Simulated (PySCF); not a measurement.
# C6H11NO (SMILES CN/C(C)=C\C(C)=O): what the fields show

Input

```
{"job": {"kind": "nmr", "xc": "BP86", "basis": "pcSseg-1", "solvent": "acetone", "pop": false}, "charge": 0, "multiplicity": 1}
C     -1.551222     1.600527     0.284087
N     -1.660737     0.324202    -0.409281
C     -0.755645    -0.685989     0.001398
C     -1.466860    -1.927198     0.442180
C      0.585577    -0.589524     0.056801
C      1.398178     0.479772    -0.520441
C      2.879113     0.344458    -0.246549
O      0.953844     1.379154    -1.207760
H     -1.529834     1.410623     1.356672
H     -2.444951     2.178011     0.049117
H     -0.671706     2.190364     0.008792
H     -1.595991     0.476923    -1.411082
H     -2.128445    -2.260081    -0.355361
H     -0.776416    -2.723980     0.701931
H     -2.094478    -1.695042     1.301380
H      1.141332    -1.413797     0.482500
H      3.247264    -0.583919    -0.679148
H      3.416571     1.182481    -0.682167
H      3.054406     0.313018     0.826933
```

Launched as:

```sh
OMP_NUM_THREADS=1 python ens_run.py task.json out
```

Geometry: GFN2-xTB.

Level of theory: BP86/pcSseg-1, SCF density, in a acetone solvent model, non-relativistic in PySCF.

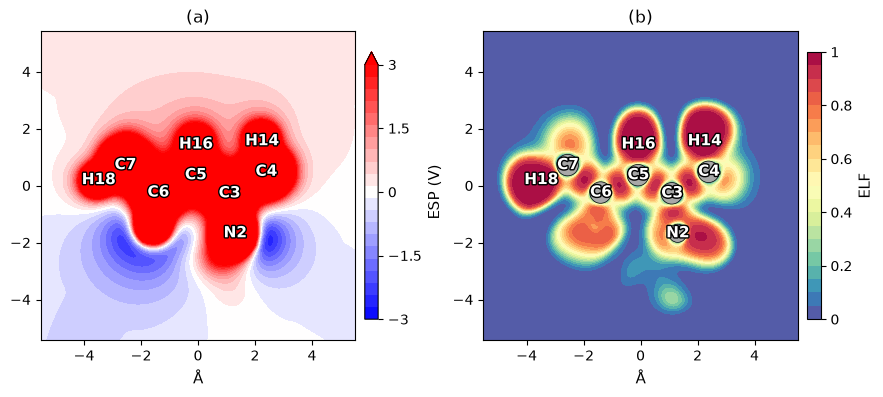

Figure 1. (a) molecular electrostatic potential; (b) ELF on the plane of atoms N2, C3 and C4. Grey discs cover the atomic cores in the ELF map.

Q: What does the map show?

A:
- The section cuts through N, C and H sites.
- C–C (1.35 Å): the ELF peaks at about 0.95 between the atoms: a covalent bond.
- C–N (1.42 Å): the ELF peaks at about 0.90 between the atoms: a shared electron pair.
- C–C (1.46 Å): the ELF peaks at about 0.95 between the atoms, as expected for localised, covalent bonding.
- C–C (1.51 Å): the ELF peaks at about 0.95 between the atoms; a covalent bond.
- C–H (1.08 Å): the ELF climbs to about 1 towards the hydrogen, as it does in any bond to H (a covalent bond by its length).
- The ELF also peaks beside N2 and O8, away from the bonds: lone-pair regions.
- Outside the dense part of the molecule the potential is most negative (−2.5 V) near N2.

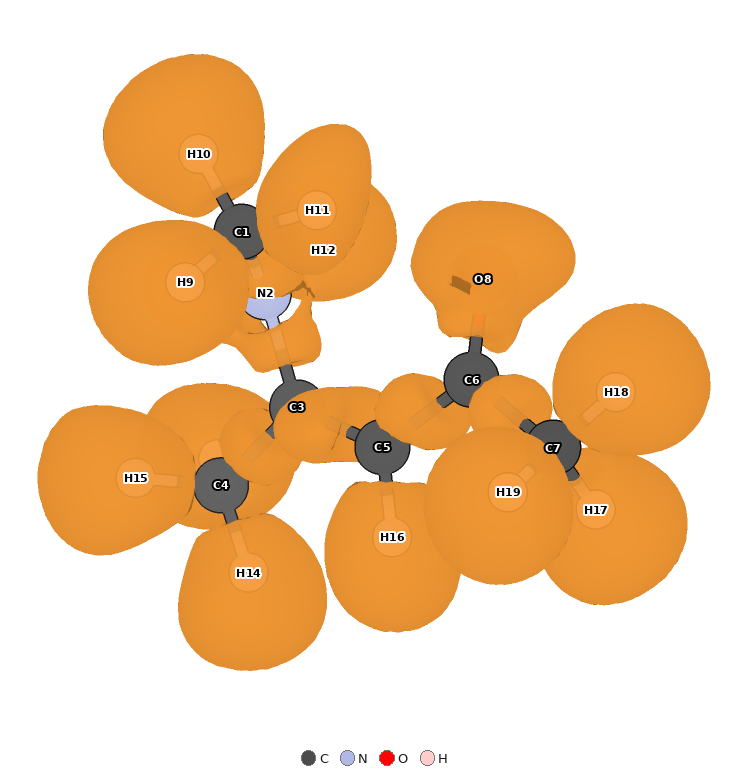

Figure 2. Isosurface of the ELF at 0.75 (orange), seen at a tilt. Core shells and regions of very low density are left out.

Q: Describe the localisation domains.

A: The ELF exceeds this value in four regions between bonded C–C atoms (shared pairs), ten regions around hydrogen nuclei, one region on O in which the atom's valence shell and bonds are merged and one joined region spread over several atoms (H, N), in which their bonds and any lone pairs are merged.


C–O (1.22 Å): the ELF peaks at about 0.85 between the atoms (a multiple bond).

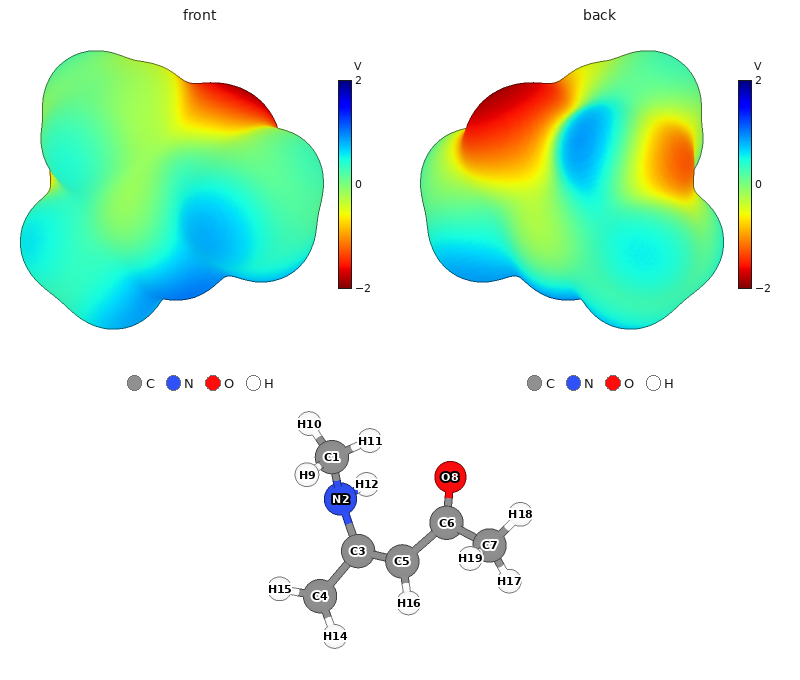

Figure 3. The electrostatic potential painted on the density surface at 0.001 e/bohr³, seen from the front and from behind; red is negative and blue positive. The bare structure is drawn below in the same view.

Q: Which sites attract a positive test charge, and which a negative one?

A: A positive charge is drawn to the negative regions and a negative charge to the positive ones. The most negative region (about −1.8 V) lies over O8, the most positive (about +1.0 V) over H16. O8 is the likeliest acceptor of a hydrogen bond.
